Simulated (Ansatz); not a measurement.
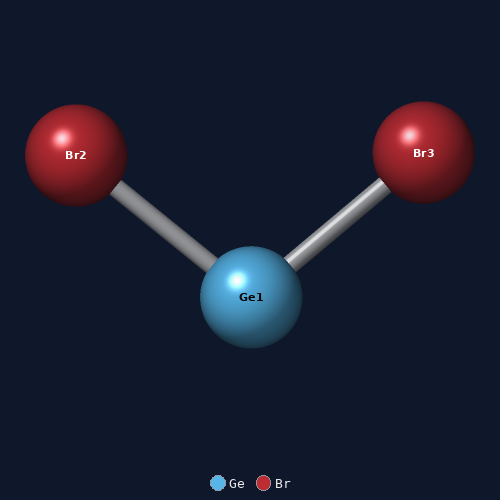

The system is GeBr2; the picture shows the reference structure. The first coordinate is: bond length Ge1–Br2; the second: angle Br2–Ge1–Br3. Nothing is relaxed (all other coordinates rigid). The grid has 9 × 9 points. Points are written as (first, second). Energies: eV, counted from the lowest grid point. Theory: RKS PBE0-D4/def2-TZVP (Ansatz).

Its coordinates:

```tsv
atom	x (Å)	y (Å)	z (Å)
Ge	0.0055	-0.0070	-0.9935
Br	1.8027	-0.0191	0.5069
Br	-1.8082	0.0261	0.4866
```

Range: bond length Ge1–Br2 from 1.967 to 3.044 Å; angle Br2–Ge1–Br3 from 75.9 to 125.9°.

Q: Predict the map.

A: The lowest grid point is at (2.370 Å, 100.9°). It is the only kind of minimum in the scanned range. The highest grid point, (1.967 Å, 75.9°), lies 2.76 eV above the lowest. Round the minimum the two coordinates are nearly uncoupled.

```csv
"angle Br2–Ge1–Br3 ↓, bond length Ge1–Br2 →",1.967,2.101,2.236,2.370,2.505,2.640,2.774,2.909,3.044
125.9,1.85,0.88,0.46,0.35,0.44,0.63,0.88,1.15,1.43
119.7,1.66,0.71,0.30,0.21,0.31,0.52,0.78,1.06,1.35
113.4,1.52,0.58,0.18,0.10,0.21,0.43,0.70,1.00,1.29
107.2,1.44,0.49,0.10,0.03,0.15,0.37,0.65,0.95,1.25
100.9,1.42,0.47,0.07,0.00,0.12,0.35,0.63,0.93,1.24
94.7,1.49,0.52,0.11,0.03,0.15,0.37,0.64,0.94,1.25
88.4,1.69,0.69,0.25,0.15,0.24,0.45,0.71,1.00,1.30
82.2,2.08,1.02,0.53,0.38,0.44,0.61,0.85,1.12,1.40
75.9,2.76,1.62,1.04,0.82,0.81,0.92,1.11,1.33,1.57
```

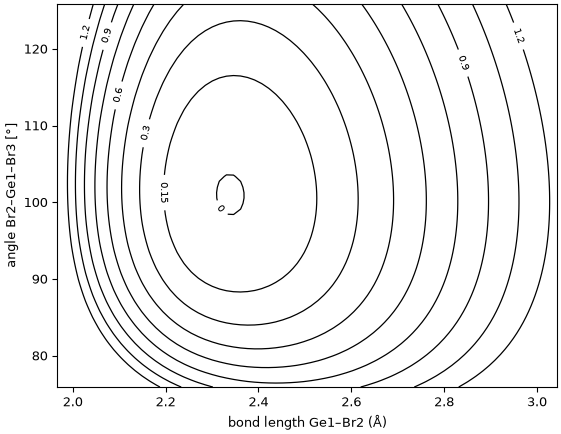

In the figure: contour lines labelled in eV (none above 1.2). Between grid points the surface is interpolated.

Each point was launched as `ansatz run input.yaml --threads 1 --pin off --max-ram 2560MiB --backend cpu --events-out ev --progress --plain --runs-dir out`. The whole map (81 points run) took 13 min on 1 thread of Arm Neoverse V1 (shared host).
